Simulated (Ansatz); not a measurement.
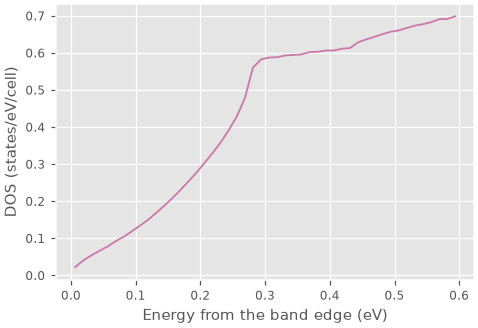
Fig. 1. Density of states of KTaO₃ (Pm-3m) above the conduction band minimum, Ansatz (a program for electronic structure) with r2SCAN with spin-orbit coupling, rigid bands; cell volume 63.5 Å³.

### Question
What effective density of states at 300 K does this give (∫ g(E) exp(−E/k_BT) dE, both spins, divided by the cell's size)?

### Answer
1.9e19 cm⁻³, a density-of-states mass of 0.82 mₑ, valleys and band degeneracy included.

Geometry: cell and atoms relaxed with r2SCAN.
